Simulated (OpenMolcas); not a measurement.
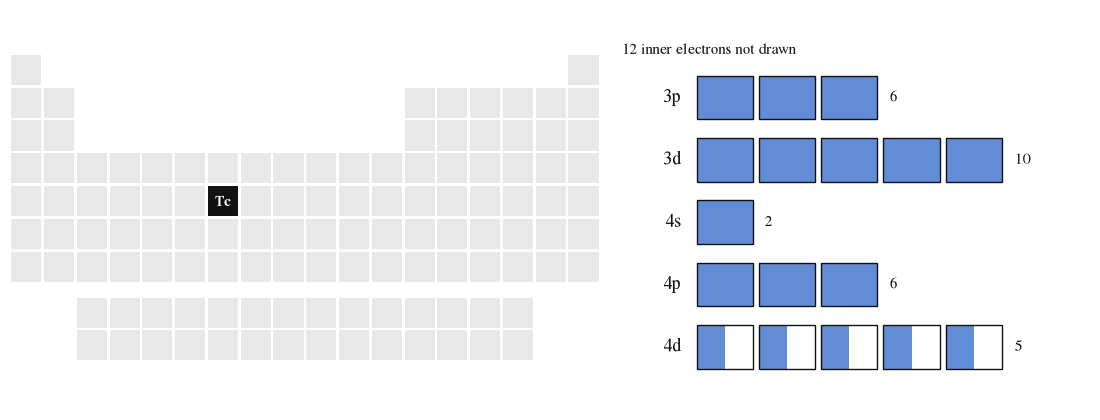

Fig. 1: Left, the place of technetium in the periodic table; right, the outer shells of the leading configuration of the lowest level: a box for each of the 2l + 1 orbitals, shaded by the share of the shell that is filled, with the electron count at the right.

**Multiconfigurational calculation for Tc²⁺ (part 1 of 2)**

Tc²⁺. Computed at this level: state-averaged CASSCF, active space 5 electrons in the shells 4d 5d, basis ANO-RCC-VTZP, DKH2 scalar Hamiltonian, spin-orbit coupling by RASSI with atomic mean-field integrals (OpenMolcas).

Summary:

- outcome: converged
- lowest level: 4d⁵ ⁶S₅/₂
- first excited level: 4d⁵ ⁴G₅/₂, 23,732 cm⁻¹
- energy of the lowest spin-free term: −4281.77302 hartree
- energy of the lowest spin-orbit level: −4281.77362 hartree
- largest spread among components of a term: 0.0 cm⁻¹
- hardware: 1 thread of Intel Xeon (Granite Rapids), 64 GiB of memory available, shared host
- wall time: 1.9 min

Remarks:

Without dynamic correlation the splittings between terms come out too large, often by 20 to 50 %. To bear in mind: extra active shells serve correlation only, their own levels not computed.

Input file:
```
&GATEWAY
Coord
1

Tc 0.0 0.0 0.0
Basis=ANO-RCC-VTZP
Group=XYZ
NoMove
AngMom=0.0 0.0 0.0
AMFI
&SEWARD
&RASSCF
FileOrb=start.orb
Symmetry=1
Spin=6
nActEl=5 0 0
Inactive=9 9
Ras2=5 0
CIRoot=1 1 1
SDav=1
CIMx=300
Iter=120 100
PrWF=0.3
OrbListing=Nothing
MaxOrb=0
Atom
>>> COPY $Project.JobIph JOBPRE
&RASSCF
FileOrb=start.orb
Symmetry=1
Spin=6
nActEl=5 0 0
Inactive=9 9
Ras2=10 0
CIRoot=1 1 1
SDav=252
CIMx=300
Iter=120 100
PrWF=0.3
OrbListing=Nothing
MaxOrb=0
Atom
>>> COPY $Project.JobIph JOB001
&RASSCF
FileOrb=start.orb
Symmetry=1
Spin=4
nActEl=5 0 0
Inactive=9 9
Ras2=10 0
CIRoot=24 24 1
SDav=1848
CIMx=300
Iter=120 100
PrWF=0.3
OrbListing=Nothing
MaxOrb=0
Atom
>>> COPY $Project.JobIph JOB002
&RASSCF
FileOrb=start.orb
Symmetry=1
Spin=2
nActEl=5 0 0
Inactive=9 9
Ras2=10 0
CIRoot=70 70 1
SDav=500
CIMx=300
Iter=120 100
PrWF=0.3
OrbListing=Nothing
MaxOrb=0
Atom
>>> COPY $Project.JobIph JOB003
&RASSI
NrOfJobIphs=3 1 24 70
1
1 2 3 4 5 6 7 8 9 10 11 12 13 14 15 16 17 18 19 20 21 22 23 24
1 2 3 4 5 6 7 8 9 10 11 12 13 14 15 16 17 18 19 20 21 22 23 24 25 26 27
28 29 30 31 32 33 34 35 36 37 38 39 40 41 42 43 44 45 46 47 48 49 50 51
52 53 54 55 56 57 58 59 60 61 62 63 64 65 66 67 68 69 70
IphNames
JOB001
JOB002
JOB003
EJob
SpinOrbit
DIPRint=1.0
SOCoupling=1000.0
Subsets=2
MEES
Property=10
'ANGMOM' 1 'ANGMOM' 2 'ANGMOM' 3 'MLTPL  1' 1 'MLTPL  1' 2 'MLTPL  1' 3
'AMFI' 1 'AMFI' 2 'AMFI' 3 'MLTPL  2' 6
SOProperty=3
'ANGMOM' 1 'ANGMOM' 2 'ANGMOM' 3
```

The file start.orb holds starting orbitals from an earlier step. A driver script formed the levels outside the program, from RASSI's spin-orbit matrix and the active-space energies, averaged over the components of each term or state.

Launched with:
```bash
OMP_NUM_THREADS=1 MOLCAS_MEM=1689 MOLCAS_PROJECT=a pymolcas a.inp > a.log  # once for each step of the input, in one work folder
```

Log (extracts):
```
--- SEWARD ---
Basis set label: TC.ANO-RCC...7S6P4D2F1G.

      Electronic valence basis set:
      ------------------
      Associated Effective Charge  43.000000 au
      Associated Actual Charge     43.000000 au
      Nuclear Model: Point charge

      Shell  nPrim  nBasis  Cartesian Spherical Contaminant
         s      21       7        X
         p      18       6        X
         d      13       4                 X
         f       6       2                 X
         g       4       1                 X
                  Relativistic Douglas-Kroll-Hess integrals:
                    - DKH order of Hamiltonian: 2
                    - DKH order of Properties : 0
                  Atomic mean-field integrals
--- RASSCF ---
Wave function specifications:
      -----------------------------

      Number of closed shell electrons          36
      Number of electrons in active shells       5
      Max number of holes in RAS1 space          0
      Max nr of electrons in RAS3 space          0
      Number of inactive orbitals               18
      Number of active orbitals                 10
      Number of secondary orbitals              40
      Spin quantum number                      2.5
      State symmetry                             1
Orbital specifications:
      -----------------------

      Symmetry species                           1   2
                                                ag  au
      Frozen orbitals                            0   0
      Inactive orbitals                          9   9
      Active orbitals                           10   0
      RAS1 orbitals                              0   0
      RAS2 orbitals                             10   0
      RAS3 orbitals                              0   0
      Secondary orbitals                        17  23
      Deleted orbitals                           0   0
      Number of basis functions                 36  32
      Number of CSFs                           252
      Number of root(s) required                 1
      Iter CI   SX   CI       RASSCF       Energy    max ROT     max BLB   max BLB  Level Ln srch  Step   QN
          iter iter root      energy       change     param      element    value   shift minimum  type update
 Nr of preliminary CI iterations:   1
      Total energies have been shifted. Add                -4000.00 au
        1   1    7    1  -281.76725785    0.00E+00  -3.85E-01*  10  23 1 -5.76E-03*  0.00   0.00    SX    NO
        2   1    7    1  -281.77269509   -5.44E-03*  9.14E-02    9  22 1 -2.75E-03*  0.00   0.00    SX    NO
        3   1    6    1  -281.77299080   -2.96E-04*  2.11E-02    9  13 2 -1.48E-03*  0.00   0.00    SX    NO
        4   1    6    1  -281.77301714   -2.63E-05*  6.61E-03   14  27 1  4.85E-04*  0.00   0.00    SX    NO
        5   1    6    1  -281.77302031   -3.17E-06*  3.34E-03    9  13 2  1.79E-04*  0.00   1.34    QN   YES
        6   1    5    1  -281.77302078   -4.61E-07*  3.37E-05    9  22 1 -4.41E-05   0.00   1.02    QN   YES
        7   1    5    1  -281.77302079   -9.22E-09  -4.66E-05    9  13 2  8.47E-05   0.00   1.25    QN   YES
      Convergence after  7 iterations
        8   1    5    1  -281.77302076    2.39E-08* -4.66E-05    9  13 2  2.05E-04*  0.00   1.25    QN   YES
      Natural orbitals and occupation numbers for root  1
      sym 1:   0.998295   0.998295   0.998295   0.998295   0.998295   0.001705   0.001705   0.001705   0.001705   0.001705
::    RASSCF root number  1 Total energy:  -4281.77302076
--- RASSCF ---
Wave function specifications:
      -----------------------------

      Number of closed shell electrons          36
      Number of electrons in active shells       5
      Max number of holes in RAS1 space          0
      Max nr of electrons in RAS3 space          0
      Number of inactive orbitals               18
      Number of active orbitals                 10
      Number of secondary orbitals              40
      Spin quantum number                      1.5
      State symmetry                             1
Orbital specifications:
      -----------------------

      Symmetry species                           1   2
                                                ag  au
      Frozen orbitals                            0   0
      Inactive orbitals                          9   9
      Active orbitals                           10   0
      RAS1 orbitals                              0   0
      RAS2 orbitals                             10   0
      RAS3 orbitals                              0   0
      Secondary orbitals                        17  23
      Deleted orbitals                           0   0
      Number of basis functions                 36  32
      Number of CSFs                          1848
      Number of root(s) required                24
      Iter CI   SX   CI       RASSCF       Energy    max ROT     max BLB   max BLB  Level Ln srch  Step   QN
          iter iter root      energy       change     param      element    value   shift minimum  type update
 Nr of preliminary CI iterations:   1
      Total energies have been shifted. Add                -4000.00 au
        1   1    7    0  -281.63515806    0.00E+00   1.54E-02   10  23 1 -1.01E-02*  0.00   0.00    SX    NO
        2   1    7    0  -281.63572435   -5.66E-04*  2.32E-02    9  22 1 -2.58E-03*  0.00   0.00    SX    NO
        3   1    7    0  -281.63576056   -3.62E-05*  9.07E-03    9  13 2 -3.54E-03*  0.00   0.00    SX    NO
        4   1    6    0  -281.63577889   -1.83E-05*  3.69E-03    7  18 1  5.18E-04*  0.00   0.00    SX    NO
        5   1    6    0  -281.63578018   -1.28E-06* -3.80E-03    9  13 2 -4.65E-04*  0.00   1.46    QN   YES
        6   1    6    0  -281.63578056   -3.87E-07*  1.32E-03    9  13 2  2.48E-04*  0.00   0.73    QN   YES
        7   1    5    0  -281.63578063   -6.52E-08* -4.61E-05    9  13 2 -1.85E-04*  0.00   0.69    QN   YES
        8   1    5    0  -281.63578064   -1.26E-08* -6.92E-05    9  13 2 -2.75E-05   0.00   2.50    LS   YES
        9   1    5    0  -281.63578063    8.41E-09  -7.43E-05    9  13 2  1.22E-04*  0.00   0.26    QN   YES
       10   1    4    0  -281.63578064   -8.93E-09  -3.19E-05    9  13 2  1.86E-05   0.00   1.22    QN   YES
      Convergence after 10 iterations
       11   1    4    0  -281.63578064   -4.58E-10  -3.19E-05    9  13 2  9.77E-06   0.00   1.22    QN   YES
      Natural orbitals and occupation numbers for root  1
      sym 1:   0.998014   0.997690   0.997866   0.997893   0.997736   0.001973   0.002323   0.002131   0.002102   0.002273
      Natural orbitals and occupation numbers for root  2
      sym 1:   0.997738   0.998006   0.997879   0.997896   0.997680   0.002099   0.001981   0.002117   0.002271   0.002334
      Natural orbitals and occupation numbers for root  3
      sym 1:   0.998010   0.997628   0.997943   0.997665   0.997979   0.001976   0.002391   0.002048   0.002351   0.002010
::    RASSCF root number  1 Total energy:  -4281.66400597
::    RASSCF root number  2 Total energy:  -4281.66400597
::    RASSCF root number  3 Total energy:  -4281.66400597
::    RASSCF root number  4 Total energy:  -4281.66400597
::    RASSCF root number  5 Total energy:  -4281.66400597
::    RASSCF root number  6 Total energy:  -4281.66400597
::    RASSCF root number  7 Total energy:  -4281.66400597
::    RASSCF root number  8 Total energy:  -4281.66400597
::    RASSCF root number  9 Total energy:  -4281.66400597
::    RASSCF root number 10 Total energy:  -4281.64673127
::    RASSCF root number 11 Total energy:  -4281.64673127
::    RASSCF root number 12 Total energy:  -4281.64673127
::    RASSCF root number 13 Total energy:  -4281.63861788
::    RASSCF root number 14 Total energy:  -4281.63861788
::    RASSCF root number 15 Total energy:  -4281.63861788
::    RASSCF root number 16 Total energy:  -4281.63861788
::    RASSCF root number 17 Total energy:  -4281.63861788
::    RASSCF root number 18 Total energy:  -4281.59277121
::    RASSCF root number 19 Total energy:  -4281.59277121
::    RASSCF root number 20 Total energy:  -4281.59277121
::    RASSCF root number 21 Total energy:  -4281.59277121
::    RASSCF root number 22 Total energy:  -4281.59277121
::    RASSCF root number 23 Total energy:  -4281.59277121
::    RASSCF root number 24 Total energy:  -4281.59277121
--- RASSCF ---
Wave function specifications:
      -----------------------------

      Number of closed shell electrons          36
      Number of electrons in active shells       5
      Max number of holes in RAS1 space          0
      Max nr of electrons in RAS3 space          0
      Number of inactive orbitals               18
      Number of active orbitals                 10
      Number of secondary orbitals              40
      Spin quantum number                      0.5
      State symmetry                             1
Orbital specifications:
      -----------------------

      Symmetry species                           1   2
                                                ag  au
      Frozen orbitals                            0   0
      Inactive orbitals                          9   9
      Active orbitals                           10   0
      RAS1 orbitals                              0   0
      RAS2 orbitals                             10   0
      RAS3 orbitals                              0   0
      Secondary orbitals                        17  23
      Deleted orbitals                           0   0
      Number of basis functions                 36  32
      Number of CSFs                          3300
      Number of root(s) required                70
      Iter CI   SX   CI       RASSCF       Energy    max ROT     max BLB   max BLB  Level Ln srch  Step   QN
          iter iter root      energy       change     param      element    value   shift minimum  type update
 Nr of preliminary CI iterations:   4
      Total energies have been shifted. Add                -4000.00 au
        1   1    7    0  -281.56440396    0.00E+00   9.84E-03   11  24 1 -5.41E-03*  0.00   0.00    SX    NO
        2   2    6    0  -281.56455127   -1.47E-04*  6.72E-03    9  22 1 -1.48E-03*  0.00   0.00    SX    NO
        3   1    6    0  -281.56455535   -4.08E-06*  2.02E-03    9  13 2 -1.84E-03*  0.00   0.00    SX    NO
        4   7    5    0  -281.56456030   -4.95E-06*  1.61E-03   11  24 1 -2.76E-04*  0.00   0.00    SX    NO
        5   4    6    0  -281.56456075   -4.51E-07*  2.39E-03    9  13 2 -3.72E-04*  0.00   2.50    LS   YES
        6   5    6    0  -281.56456029    4.60E-07*  1.39E-03    9  13 2 -6.56E-04*  0.00   0.16    LS   YES
        7   5    6    0  -281.56456072   -4.33E-07*  2.32E-04    9  13 2 -6.38E-04*  0.00   1.46    QN   YES
        8   5    6    0  -281.56456094   -2.18E-07*  5.94E-04    9  13 2  1.94E-04*  0.00   0.70    QN   YES
        9   4    4    0  -281.56456099   -5.23E-08*  8.05E-05    4  16 1  1.34E-05   0.00   1.08    QN   YES
       10   1    4    0  -281.56456099   -3.49E-10   6.41E-06    9  13 2 -8.13E-06   0.00   0.88    QN   YES
      Convergence after 10 iterations
       11   1    4    0  -281.56456099   -6.46E-11   6.41E-06    9  13 2 -1.90E-06   0.00   0.88    QN   YES
      Natural orbitals and occupation numbers for root  1
      sym 1:   0.997604   0.997647   0.997741   0.997708   0.997797   0.002294   0.002188   0.002360   0.002405   0.002256
      Natural orbitals and occupation numbers for root  2
      sym 1:   0.997602   0.997806   0.997672   0.997737   0.997679   0.002328   0.002175   0.002261   0.002406   0.002333
      Natural orbitals and occupation numbers for root  3
      sym 1:   0.997615   0.997817   0.997662   0.997715   0.997686   0.002289   0.002318   0.002345   0.002389   0.002164
::    RASSCF root number  1 Total energy:  -4281.61692124
::    RASSCF root number  2 Total energy:  -4281.61692124
::    RASSCF root number  3 Total energy:  -4281.61692124
::    RASSCF root number  4 Total energy:  -4281.61692124
::    RASSCF root number  5 Total energy:  -4281.61692124
::    RASSCF root number  6 Total energy:  -4281.61692124
::    RASSCF root number  7 Total energy:  -4281.61692124
::    RASSCF root number  8 Total energy:  -4281.61692124
::    RASSCF root number  9 Total energy:  -4281.61692124
::    RASSCF root number 10 Total energy:  -4281.61692124
::    RASSCF root number 11 Total energy:  -4281.61692124
::    RASSCF root number 12 Total energy:  -4281.61692124
::    RASSCF root number 13 Total energy:  -4281.61692124
::    RASSCF root number 14 Total energy:  -4281.59561486
::    RASSCF root number 15 Total energy:  -4281.59561486
::    RASSCF root number 16 Total energy:  -4281.59561486
::    RASSCF root number 17 Total energy:  -4281.59561486
::    RASSCF root number 18 Total energy:  -4281.59561486
::    RASSCF root number 19 Total energy:  -4281.59240676
::    RASSCF root number 20 Total energy:  -4281.59240676
::    RASSCF root number 21 Total energy:  -4281.59240676
::    RASSCF root number 22 Total energy:  -4281.59240676
::    RASSCF root number 23 Total energy:  -4281.59240676
::    RASSCF root number 24 Total energy:  -4281.59240676
::    RASSCF root number 25 Total energy:  -4281.59240676
::    RASSCF root number 26 Total energy:  -4281.58182179
::    RASSCF root number 27 Total energy:  -4281.58182179
::    RASSCF root number 28 Total energy:  -4281.58182179
::    RASSCF root number 29 Total energy:  -4281.58182179
::    RASSCF root number 30 Total energy:  -4281.58182179
```

(Continued in part 2.)
